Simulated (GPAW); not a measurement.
# Quasiparticle gap of Ga2S3 (Cc) in GPAW

Aim: the G0W0 gap of Ga2S3 (Cc) on LDA, step by step.

Calculated with GPAW 26.7.0; LDA and many-body steps on it, plane waves.

**1. Starting point**

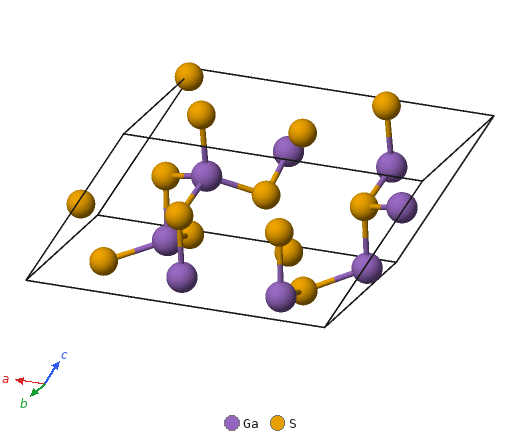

The starting structure, seen from a free direction (gallium purple, sulfur orange). This picture shows the conventional cell, with its axes. Bonds to atoms that aren't drawn are left out. Some periodic images of atoms are drawn too.

Coordinates:

```
Ga S
1.0
     5.55350   -3.19750    0.00000
     5.55350    3.19750    0.00000
    -3.63392    0.00000    6.00742
Ga S
4 6
Cartesian
  5.5668 -0.6245 0.7516
  3.7498 0.6245 3.7554
  1.8042 -0.4345 0.6944
  -0.0127 0.4345 3.6981
  1.9229 -2.6469 5.9101
  3.7399 2.6469 2.9064
  1.9353 -0.5915 3.0031
  0.1184 0.5915 6.0068
  7.4567 0.5372 0.0505
  5.6397 -0.5372 3.0542
```

The cell and positions come from the Crystallography Open Database and are kept as given unless a step says otherwise.

**2. Ground state**

This step: GPAW 26.7.0; DFT, LDA, plane waves, PAW.

The ground-state density comes first.

run.py

```python
import json
import numpy as np
from gpaw.mpi import world
from ase import Atoms
from gpaw import GPAW, PW, FermiDirac

atoms = Atoms(['Ga', 'Ga', 'Ga', 'Ga', 'S', 'S', 'S', 'S', 'S', 'S'],
    cell=[[5.5535000000, -3.1975000000, 0.0000000000],
      [5.5535000000, 3.1975000000, 0.0000000000],
      [-3.6339226554, 0.0000000000, 6.0074160114]],
    scaled_positions=[[0.6397900000, 0.4444700000, 0.1251200000],
      [0.4444700000, 0.6397900000, 0.6251200000],
      [0.2682000000, 0.1323200000, 0.1155900000],
      [0.1323200000, 0.2682000000, 0.6155900000],
      [0.9089000000, 0.0811000000, 0.9838000000],
      [0.0811000000, 0.9089000000, 0.4838000000],
      [0.4303000000, 0.2453000000, 0.4999000000],
      [0.2453000000, 0.4303000000, 0.9999000000],
      [0.5901000000, 0.7581000000, 0.0084000000],
      [0.7581000000, 0.5901000000, 0.5084000000]],
    pbc=(True, True, True))
calc = GPAW(mode=PW(450),
    xc='LDA',
    kpts={'size': (4, 4, 4), 'gamma': True},
    occupations=FermiDirac(0.001),
    nbands=-11,
    convergence={'density': 1e-6, 'bands': -3},
    maxiter=100,
    txt='gs.txt')
atoms.calc = calc
res = {'energy': atoms.get_potential_energy(), 'forces': atoms.get_forces(), 'stress': atoms.get_stress()}
kpts = calc.get_ibz_k_points()
res['kpts'] = kpts
res['eigenvalues'] = [calc.get_eigenvalues(kpt=k) for k in range(len(kpts))]
res['n_electrons'] = calc.get_number_of_electrons()
calc.write('gs.gpw')

if world.rank == 0:
    with open('result.json', 'w') as f:
        json.dump(res, f, default=lambda x: x.tolist())
```

The run is started by

```bash
$ mpirun -n 8 gpaw python run.py
```

Numbers of over 12 decimals in the logs are rounded to 6 here.

The log of the run:

```text
__  _  _
 | _ |_)|_||  |
 |__||  | ||/\| - 26.7.0

Input parameters:
  mode=PW(ecut=450.000000),
  convergence={'density': 1e-06, 'bands': -3},
  kpts=MonkhorstPack(size=(4, 4, 4), gamma=True),
  maxiter=100,
  nbands=-11,
  occupations=Occupations(name='fermi-dirac', width=0.001, fixmagmom=False),
  xc=XC(name='LDA')
  [... matrices ...]
Diagonalizing LCAO Hamiltonian
Converting LCAO to pw mode

          S

            S       S
         Ga       Ga
             S        S

             Ga       Ga   S

Atoms  # Å, Bohr magnetons
|   | symbol |         x |         y |        z |    initial magnetic moments |
| 0 |     Ga |  5.566762 | -0.624536 | 0.751648 | ( 0.0000,  0.0000,  0.0000) |
| 1 |     Ga |  3.749800 |  0.624536 | 3.755356 | ( 0.0000,  0.0000,  0.0000) |
| 2 |     Ga |  1.804243 | -0.434476 | 0.694397 | ( 0.0000,  0.0000,  0.0000) |
| 3 |     Ga | -0.012719 |  0.434476 | 3.698105 | ( 0.0000,  0.0000,  0.0000) |
| 4 |      S |  1.922912 | -2.646891 | 5.910096 | ( 0.0000,  0.0000,  0.0000) |
| 5 |      S |  3.739873 |  2.646891 | 2.906388 | ( 0.0000,  0.0000,  0.0000) |
| 6 |      S |  1.935347 | -0.591538 | 3.003107 | ( 0.0000,  0.0000,  0.0000) |
| 7 |      S |  0.118385 |  0.591538 | 6.006815 | ( 0.0000,  0.0000,  0.0000) |
| 8 |      S |  7.456704 |  0.537180 | 0.050462 | ( 0.0000,  0.0000,  0.0000) |
| 9 |      S |  5.639742 | -0.537180 | 3.054170 | ( 0.0000,  0.0000,  0.0000) |

Unit cell  # Å
| periodic |         x |         y |        z |  lengths |     angles |
|      yes |  5.553500 | -3.197500 | 0.000000 | 6.408227 | 116.650344 |
|      yes |  5.553500 |  3.197500 | 0.000000 | 6.408227 | 116.650344 |
|      yes | -3.633923 |  0.000000 | 6.007416 | 7.021000 |  59.863493 |

Number of symmetries: 1
Symmetry operations  # r_c * U_cc + t_c -> r_c
|   | kind |            matrix            |
| 0 |  E   |  1, 0, 0,  0, 1, 0,  0, 0, 1 |

BZ-sampling:
  Number of BZ points: 64
  Number of IBZ points: 36

  Monkhorst-Pack size: [4, 4, 4]
  Monkhorst-Pack shift: [0.125, 0.125, 0.125]

K-points  # in reciprocal-cell coordinates
|     |                                coordinates |     weight |
|   0 | (  0.00000000,   0.00000000,   0.00000000) | 0.01562500 |
|   1 | (  0.00000000,   0.00000000,   0.25000000) | 0.03125000 |
|   2 | (  0.00000000,   0.00000000,   0.50000000) | 0.01562500 |
|   3 | (  0.00000000,   0.25000000,  -0.25000000) | 0.03125000 |
|   4 | (  0.00000000,   0.25000000,   0.00000000) | 0.03125000 |
|   5 | (  0.00000000,   0.25000000,   0.25000000) | 0.03125000 |
|   6 | (  0.00000000,   0.25000000,   0.50000000) | 0.03125000 |
|   7 | (  0.00000000,   0.50000000,   0.00000000) | 0.01562500 |
|   8 | (  0.00000000,   0.50000000,   0.25000000) | 0.03125000 |
|   9 | (  0.00000000,   0.50000000,   0.50000000) | 0.01562500 |
| ... |                                            |            |
|  35 | (  0.50000000,   0.50000000,   0.50000000) | 0.01562500 |

Plane wave coefficients: 4660
Cutoff: 450.000000 eV

Spin-components: 1 (collinear spins)
Bands:           35
Projectors:      50
Spin-degeneracy: 2
Datatype:        complex128

  Storage: CPU
  Wave functions: 92_675_520 bytes (11_584_440 per core)
  Projectors: 76_788_288 bytes (9_598_536 per core)
  [... matrices ...]
Parallelization:
  kpt:    4
  domain: 2
  band:   1

Density:
  Valence electrons: 48.0
  Components: 1
  Grid points: [32 32 35]
  Charge: 0.0  # |e|

Potential:
  Grid points: [32 32 35]

species:
  Ga:
    name:    Gallium
    Z:       31.0
    valence: 3
    core:    28
    charge:  0.0  # [|e|]
    compensation charges:
      type: gauss
      rc: 0.37  # [Å]
      lmax: 2
    cutoffs:
      filter: 2.06  # [Å]
      core: 4.17  # [Å]
    projectors
    | kind |    occ | energy [eV] | rcut [Å] |
    |   4s |  2.000 |      -9.167 |    1.164 |
    |   4p |  1.000 |      -2.734 |    1.164 |
    |    s |        |      18.045 |    1.164 |
    |    p |        |      24.478 |    1.164 |
    |    d |        |       0.000 |    1.164 |

    Using partial waves for Ga as LCAO basis

  S:
    name:    Sulfur
    Z:       16.0
    valence: 6
    core:    10
    charge:  0.0  # [|e|]
    compensation charges:
      type: gauss
      rc: 0.24  # [Å]
      lmax: 2
    cutoffs:
      filter: 1.77  # [Å]
      core: 1.66  # [Å]
    projectors
    | kind |    occ | energy [eV] | rcut [Å] |
    |   3s |  2.000 |     -17.278 |    0.974 |
    |   3p |  4.000 |      -7.106 |    0.979 |
    |    s |        |       9.933 |    0.974 |
    |    p |        |      20.105 |    0.979 |
    |    d |        |       0.000 |    0.900 |

    Using partial waves for S as LCAO basis

Reference energy: -276179.728072  # eV

eigensolver:
  PPCG
  Converge bands: -3
  niter=2

density mixing:
  MSR1-Mixer
  Pratt-step length: 0.05
  Maximum mixing coefficient: 0.75
  Old densities: 10
  SVD Regularization: 0.005
  Good broyden scale: 1.0
  Trust region scale: 1.0
  Backstep threshold: 4.0
  History deletion threshold: 6.0
  Fourier metric: weight=20.0, sigma=0.015

occupation numbers:
  Fermi-Dirac:
    width: 0.0010  # eV

poisson solver:
  ecut: 3600.000000  # eV

xc functional:
  name: None

Initialization done in: 1.361 s

convergence criteria:
- Maximum integral of absolute [dens]ity change: 1e-06 electrons / valence electron
- Maximum [total energy] change in last 3 cyles: 0.0005 eV / valence electron
- Maximum integral of absolute [eigenst]ate change: 4e-08 eV^2 / valence electron
maximum number of iterations: 100

SCF iterations
|iter     |     time |      energy | eigst |  dens |
|iter:   1|  |  -50.383117 | +0.50 |       |
|iter:   2|  |  -50.140349 | -1.01 | -0.91 |
|iter:   3|  |  -49.026974 | -1.25 | -0.96 |
|iter:   4|  |  -48.907029 | -1.88 | -1.40 |
|iter:   5|  |  -48.899888 | -2.90 | -1.84 |
|iter:   6|  |  -48.898901c| -3.52 | -2.30 |
|iter:   7|  |  -48.898748c| -4.21 | -2.78 |
|iter:   8|  |  -48.898753c| -4.96 | -3.27 |
|iter:   9|  |  -48.898753c| -5.39 | -4.11 |
|iter:  10|  |  -48.898753c| -5.83 | -4.54 |
|iter:  11|  |  -48.898753c| -6.54 | -4.94 |
|iter:  12|  |  -48.898753c| -7.03 | -5.67 |
|iter:  13|  |  -48.898753c| -7.26 | -6.18c|
|iter:  14|  |  -48.898753c| -7.75c| -6.75c|

Converged in 14 steps
SCF loop duration: 18.174 s (1.298 s/step)
Energy contributions relative to reference atoms: (reference = -276179.728072)
  [... matrices ...]
Energy contributions:
  Kinetic:         106.436711
  Coulomb:         -96.736761
  Zero:              0.353900
  External:          0.000000
  Xc:              -58.952603
  Entropy:          -0.000000
  Spinorbit:         0.000000
  ----------------------------
  Free energy:     -48.898753
  Extrapolated:    -48.898753

dipole moment: (-18.013695, 0.000000, 10.109615)  # |e|*Ang

Fermi level: 4.314
Eigenvalues  # (at kpt = [0.000, 0.000, 0.000])
| band index |      eig [eV] | occ [0-2] |
|          0 |       -10.285 |     2.000 |
|        ... |               |           |
|         16 |         1.248 |     2.000 |
|         17 |         1.736 |     2.000 |
|         18 |         2.247 |     2.000 |
|         19 |         2.529 |     2.000 |
|         20 |         2.829 |     2.000 |
|         21 |         3.207 |     2.000 |
|         22 |         3.353 |     2.000 |
|         23 |         3.888 |     2.000 |
|         24 |         5.583 |     0.000 |
[...]
|         31 |         9.248 |     0.000 |
|        ... |               |           |
|         34 |        10.198 |     0.000 |

Gap: 1.695 eV
Transition (v -> c):
  (s=0, k=0, n=23, [0.00, 0.00, 0.00]) -> (s=0, k=0, n=24, [0.00, 0.00, 0.00])
No difference between direct/indirect transitions

Forces  # eV/Ang
|        x |        y |        z |
| -0.01771 |  0.15862 |  0.01362 |  # Ga   0
| -0.01771 | -0.15862 |  0.01362 |  # Ga   1
|  0.10501 | -0.01521 |  0.01396 |  # Ga   2
|  0.10501 |  0.01521 |  0.01396 |  # Ga   3
| -0.19814 | -0.16770 | -0.23693 |  # S    4
| -0.19813 |  0.16770 | -0.23693 |  # S    5
|  0.01539 | -0.15272 |  0.08447 |  # S    6
|  0.01539 |  0.15272 |  0.08446 |  # S    7
|  0.09544 | -0.09074 |  0.12488 |  # S    8
|  0.09544 |  0.09074 |  0.12488 |  # S    9

Force computation time: 0.225  # s

Stress tensor  # eV/Ang^3
|         x |         y |         z |
|  0.000772 |  0.000000 | -0.002093 |
|  0.000000 | -0.001305 |  0.000000 |
| -0.002093 |  0.000000 |  0.001320 |

Stress computation time: 1.145  # s

# Writing to gs.gpw (mode='')
  [... matrices ...]
```

Run time: 23 s. Hardware: 8 MPI ranks of Arm Neoverse V2, shared host; peak memory 1.6 GiB.

Numbers from this step:

| Quantity | Value |
| --- | --- |
| total energy | -48.90 eV |
| gap | 1.695 eV |
| k of the valence top | 0, 0, 0 |
| k of the conduction bottom | 0, 0, 0 |
| least direct gap | 1.695 eV |
| pressure | -0.04200 GPa |

The gap is direct, at Γ.

**3. Bands along the symmetry lines**

The cheap functional maps the bands first; the places of the edges decide which points the dearer methods must see.

run.py

```python
import json
import numpy as np
from gpaw.mpi import world
from gpaw import GPAW

path = [[0.000000, 0.000000, 0.000000],
    [-0.045400, 0.045400, 0.000000],
    [-0.090800, 0.090800, 0.000000],
    [-0.136200, 0.136200, 0.000000],
    [-0.181600, 0.181600, 0.000000],
    [-0.227001, 0.227001, 0.000000],
    [-0.272401, 0.272401, 0.000000],
    [-0.317801, 0.317801, 0.000000],
    [-0.363201, 0.363201, 0.000000],
    [-0.636799, -0.363201, 0.000000],
    [-0.619699, -0.380301, 0.000000],
    [-0.602599, -0.397401, 0.000000],
    [-0.585499, -0.414501, 0.000000],
    [-0.568400, -0.431600, 0.000000],
    [-0.551300, -0.448700, 0.000000],
    [-0.534200, -0.465800, 0.000000],
    [-0.517100, -0.482900, 0.000000],
    [-0.500000, -0.500000, 0.000000],
    [-0.437500, -0.437500, 0.000000],
    [-0.375000, -0.375000, 0.000000],
    [-0.312500, -0.312500, 0.000000],
    [-0.250000, -0.250000, 0.000000],
    [-0.187500, -0.187500, 0.000000],
    [-0.125000, -0.125000, 0.000000],
    [-0.062500, -0.062500, 0.000000],
    [0.000000, 0.000000, 0.000000],
    [-0.062500, -0.062500, 0.062500],
    [-0.125000, -0.125000, 0.125000],
    [-0.187500, -0.187500, 0.187500],
    [-0.250000, -0.250000, 0.250000],
    [-0.312500, -0.312500, 0.312500],
    [-0.375000, -0.375000, 0.375000],
    [-0.437500, -0.437500, 0.437500],
    [-0.500000, -0.500000, 0.500000],
    [-0.528686, -0.471314, 0.500000],
    [-0.557372, -0.442628, 0.500000],
    [-0.586058, -0.413942, 0.500000],
    [-0.614744, -0.385256, 0.500000],
    [-0.643430, -0.356570, 0.500000],
    [-0.672115, -0.327885, 0.500000],
    [-0.700801, -0.299199, 0.500000],
    [-0.729487, -0.270513, 0.500000],
    [-0.270513, 0.270513, 0.500000],
    [-0.236699, 0.236699, 0.500000],
    [-0.202885, 0.202885, 0.500000],
    [-0.169070, 0.169070, 0.500000],
    [-0.135256, 0.135256, 0.500000],
    [-0.101442, 0.101442, 0.500000],
    [-0.067628, 0.067628, 0.500000],
    [-0.033814, 0.033814, 0.500000],
    [0.000000, 0.000000, 0.500000],
    [0.000000, 0.000000, 0.437500],
    [0.000000, 0.000000, 0.375000],
    [0.000000, 0.000000, 0.312500],
    [0.000000, 0.000000, 0.250000],
    [0.000000, 0.000000, 0.187500],
    [0.000000, 0.000000, 0.125000],
    [0.000000, 0.000000, 0.062500],
    [0.000000, 0.000000, 0.000000],
    [-0.500000, 0.000000, 0.500000],
    [-0.437500, 0.000000, 0.437500],
    [-0.375000, 0.000000, 0.375000],
    [-0.312500, 0.000000, 0.312500],
    [-0.250000, 0.000000, 0.250000],
    [-0.187500, 0.000000, 0.187500],
    [-0.125000, 0.000000, 0.125000],
    [-0.062500, 0.000000, 0.062500],
    [0.000000, 0.000000, 0.000000],
    [-0.062500, 0.000000, 0.000000],
    [-0.125000, 0.000000, 0.000000],
    [-0.187500, 0.000000, 0.000000],
    [-0.250000, 0.000000, 0.000000],
    [-0.312500, 0.000000, 0.000000],
    [-0.375000, 0.000000, 0.000000],
    [-0.437500, 0.000000, 0.000000],
    [-0.500000, 0.000000, -0.000000]]
calc = GPAW('gs.gpw').fixed_density(kpts=path,
    symmetry='off',
    nbands=34,
    convergence={'bands': 30},
    txt='bands.txt')
res = {}
kpts = calc.get_ibz_k_points()
res['kpts'] = kpts
res['eigenvalues'] = [calc.get_eigenvalues(kpt=k) for k in range(len(kpts))]
res['n_electrons'] = calc.get_number_of_electrons()

if world.rank == 0:
    with open('result.json', 'w') as f:
        json.dump(res, f, default=lambda x: x.tolist())
```

The run is started by

```bash
$ mpirun -n 8 gpaw python run.py
```

The log of the run:

```text
Diagonalizing LCAO Hamiltonian
Converting LCAO to pw mode
convergence criteria:
- Maximum integral of absolute [eigenst]ate change: 4e-08 eV^2 / valence electron
maximum number of iterations: 100

SCF iterations
|iter     |     time |      energy | eigst |  dens |
|iter:   1|  |             | +0.36 |       |
|iter:   2|  |             | -1.18 |       |
|iter:   3|  |             | -2.21 |       |
[...]
|iter:  14|  |             | -6.90 |       |
|iter:  15|  |             | -7.25 |       |
|iter:  16|  |             | -7.58c|       |
SCF steps: 16
  __  _  _
 | _ |_)|_||  |
 |__||  | ||/\| - 26.7.0

Input parameters:
  mode=PW(ecut=450.000000),
  convergence={'bands': 30},
  gpts=array([32, 32, 35]),
  kpts=KPoints(kpts=array([[ 0.      ,  0.      ,  0.      ],
         [-0.0454  ,  0.0454  ,  0.      ],
         [-0.0908  ,  0.0908  ,  0.      ],
         [-0.1362  ,  0.1362  ,  0.      ],
[...]
[-0.227001,  0.227001,  0.      ],
         [-0.272401,  0.272401,  0.      ],
         [-0.317801,  0.317801,  0.      ],
[...]
[ 0.      ,  0.      ,  0.      ],
[...]
[-0.067628,  0.067628,  0.5     ],
         [-0.033814,  0.033814,  0.5     ],
         [ 0.      ,  0.      ,  0.5     ],
         [ 0.      ,  0.      ,  0.4375  ],
[...]
[ 0.      ,  0.      ,  0.      ],
[...]
[ 0.      ,  0.      ,  0.      ],
[...]
[-0.375   ,  0.      ,  0.      ],
         [-0.4375  ,  0.      ,  0.      ],
         [-0.5     ,  0.      , -0.      ]])),
  maxiter=100,
  nbands=34,
  occupations=Occupations(name='fermi-dirac', width=0.001, fixmagmom=False),
  parallel={},
  symmetry=Symmetry(point_group=False, time_reversal=False),
  xc=XC(name='LDA')
```

Wall time 39 s (8 MPI ranks); peak memory 2 GiB; 5.1 min of CPU time.

Numbers from this step:

```yaml
gap: 1.694 eV
k_of_the_valence_top: -0.0454, 0.0454, 0
k_of_the_conduction_bottom: 0, 0, 0
least_direct_gap: 1.695 eV
```

The gap is 1.694 eV, as in the run before at this level.

Electronic bands along the path, in eV, zero at the top of the highest filled band:

| point | band 21 | band 22 | band 23 | band 24 | band 25 | band 26 | band 27 | band 28 |
| --- | --- | --- | --- | --- | --- | --- | --- | --- |
| Γ | -1.06 | -0.68 | -0.54 | 0.00 | 1.69 | 2.22 | 3.02 | 3.28 |
| C | -1.54 | -1.30 | -1.17 | -0.22 | 2.29 | 2.50 | 2.61 | 2.96 |
| jump to C2 | -1.54 | -1.30 | -1.17 | -0.22 | 2.29 | 2.50 | 2.61 | 2.96 |
| Y2 | -1.80 | -1.51 | -1.48 | -0.26 | 2.51 | 2.82 | 3.05 | 3.37 |
| Γ | -1.06 | -0.68 | -0.54 | 0.00 | 1.69 | 2.22 | 3.02 | 3.28 |
| M2 | -1.51 | -1.51 | -0.59 | -0.59 | 2.41 | 2.41 | 3.23 | 3.23 |
| D | -1.44 | -1.44 | -0.66 | -0.66 | 2.57 | 2.57 | 2.92 | 2.92 |
| jump to D2 | -1.44 | -1.44 | -0.66 | -0.66 | 2.57 | 2.57 | 2.92 | 2.92 |
| A | -1.14 | -1.14 | -0.62 | -0.62 | 2.82 | 2.82 | 3.53 | 3.53 |
| Γ | -1.06 | -0.68 | -0.54 | 0.00 | 1.69 | 2.22 | 3.02 | 3.28 |
| jump to L2 | -1.69 | -1.18 | -0.95 | -0.62 | 2.39 | 2.86 | 3.32 | 3.43 |
| Γ | -1.06 | -0.68 | -0.54 | 0.00 | 1.69 | 2.22 | 3.02 | 3.28 |
| V2 | -1.50 | -1.38 | -1.21 | -0.13 | 2.36 | 2.46 | 3.03 | 3.28 |

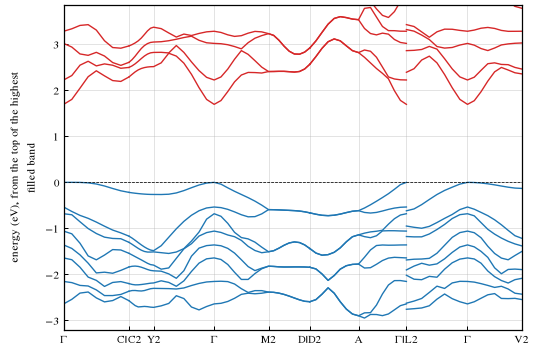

Electronic bands along the path; lines of filled and empty bands in two colours.

**4. Empty states on the mesh, 4×4×2 mesh, 263 bands**

The sums over transitions need many empty states on a uniform mesh; this step solves for them.

run.py

```python
import json
import numpy as np
from gpaw.mpi import world
from gpaw import GPAW

calc = GPAW('gs.gpw').fixed_density(kpts={'size': (4, 4, 2), 'gamma': True},
    nbands=306,
    convergence={'bands': 263},
    update_fermi_level=True,
    txt='nscf.txt')
calc.write('full.gpw', mode='all')
res = {}
kpts = calc.get_ibz_k_points()
res['kpts'] = kpts
res['eigenvalues'] = [calc.get_eigenvalues(kpt=k) for k in range(len(kpts))]
res['n_electrons'] = calc.get_number_of_electrons()

if world.rank == 0:
    with open('result.json', 'w') as f:
        json.dump(res, f, default=lambda x: x.tolist())
```

The run is started by

```bash
$ mpirun -n 8 gpaw python run.py
```

The log of the run:

```text
Diagonalizing LCAO Hamiltonian
Converting LCAO to pw mode
convergence criteria:
- Maximum integral of absolute [eigenst]ate change: 4e-08 eV^2 / valence electron
maximum number of iterations: 100

SCF iterations
|iter     |     time |      energy | eigst |  dens |
|iter:   1|  |             | +4.17 |       |
|iter:   2|  |             | +2.99 |       |
|iter:   3|  |             | +1.88 |       |
[...]
|iter:  14|  |             | -6.80 |       |
|iter:  15|  |             | -7.38 |       |
|iter:  16|  |             | -7.59c|       |
SCF steps: 16
  __  _  _
 | _ |_)|_||  |
 |__||  | ||/\| - 26.7.0

Input parameters:
  mode=PW(ecut=450.000000),
  convergence={'bands': 263},
  gpts=array([32, 32, 35]),
  kpts=MonkhorstPack(size=(4, 4, 2), gamma=True),
  maxiter=100,
  nbands=306,
  occupations=Occupations(name='fermi-dirac', width=0.001, fixmagmom=False),
  parallel={},
  xc=XC(name='LDA')
# Writing to full.gpw (mode='all')
  [... matrices ...]

timing:  # [seconds]
  Total: 0.275  # ━━━━━━━━━━━━━━━━━━━━━━━━━━━━━━━━━━━━━━━━━━━━━━━━━━━━━━━━━━━
```

It took 2.8 min on 8 MPI ranks; peak memory 2.2 GiB.

This step gave:

| Item | Value |
| --- | --- |
| gap | 1.695 eV |
| k of the valence top | 0, 0, 0 |
| k of the conduction bottom | 0, 0, 0 |
| least direct gap | 1.695 eV |
| k points computed | 20 |
| lowest point of the top converged band, above the valence top | 53.9445 eV |

On this mesh the gap is 1.695 eV.

(Continued in part 2 of 2.)

[Paths, hosts, dates, memory and timing lines, banners, echoed tables and standing remarks are left out of the program output.]

[Logs are printed without paths, hosts, clocks, repeated set-up lines and the standing remarks that a program may print on its own settings, such as how far it seeks lower states.]

[Runs of the session that timed out or met a known fault of the program may be left out.]

[Hosts, paths, dates, database ids (printed as entryN), source tags and the programs' standing remarks are cut or masked in the printed files.]
